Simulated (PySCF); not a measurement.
```xyz
2

Cl    0.6662   -0.0804    0.0057
H    -0.6165   -0.0073   -0.0280
```

Geometry: PBE0-D3(BJ)/def2-SVP.

Level of theory: PBE0/pcSseg-1, SCF density, gas phase, non-relativistic in PySCF 2.14.0.

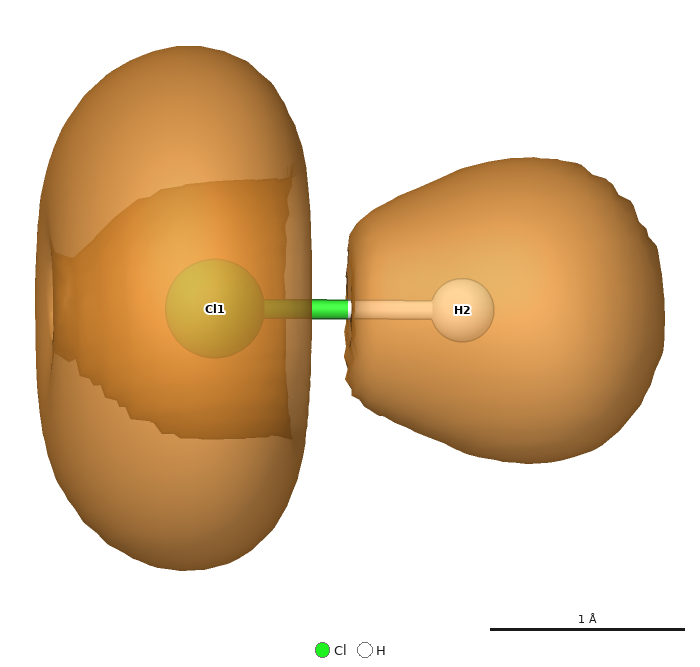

HCl (SMILES Cl). Isosurface of the electron localisation function at 0.8 (orange), seen from one side. Only the valence region is drawn (cores and ρ < 0.01 e/Å³ removed).

> What do the ELF domains correspond to?

The surface consists of one region around a hydrogen nucleus and one ring or bowl of non-bonding electrons around Cl. Along the contacts the grid gives the following. Cl–H (1.29 Å): the ELF climbs to about 1 towards the hydrogen, as it does in any bond to H.
